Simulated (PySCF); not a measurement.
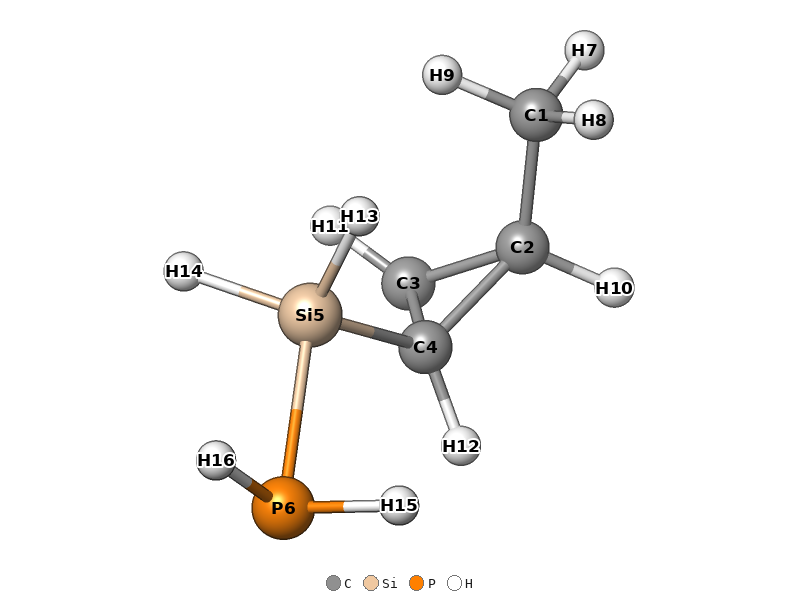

Charge 0, doublet. The geometry was computed by an optimisation with GFN2-xTB. No frequency run is at hand to confirm it as a minimum. Properties computed with UKS B3LYP, pcH-1 on C H P Si, non-relativistic (PySCF 2.14.0).

Give the isotropic hyperfine couplings (Fermi-contact term alone) of C1, C2, C3, C4, Si5, P6, H7, H8, H9, H10, H11, H12, H13, H14, H15, H16.

```csv
atom,isotope,a_iso (MHz)
C1,13C,19.8
C2,13C,−16.8
C3,13C,282.7
C4,13C,−22.0
Si5,29Si,−38.9
P6,31P,−0.5
H7,1H,0.5
H8,1H,14.0
H9,1H,−1.9
H10,1H,70.3
H11,1H,−7.6
H12,1H,101.0
H13,1H,12.1
H14,1H,0.3
H15,1H,−0.2
H16,1H,−0.4
```

The geometry is semi-empirical. Around P, Si such bond lengths and angles can be off by a tenth of an ångström or more and by several degrees, and values that hang on the shape move with them.
